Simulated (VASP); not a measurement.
Band structure of MgSn$_{3}$ (space group Pm-3m). Calculation: PBEsol GGA with spin-orbit coupling, VASP's PBE PAW potentials (set 64) (plane waves; VASP 6.6.1).

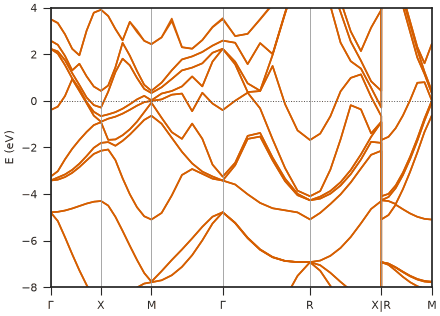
*Bands along high-symmetry lines, zero at the valence-band maximum or, without a gap, the Fermi level*

Task: Read the plot: is there a gap, and where are the band edges?

Result: It has no gap at this level: it comes out as a metal or semimetal.

The structure comes from a computed database's MgSn3 entry (Pm-3m); how it stands against other phases isn't given here. It was relaxed first.
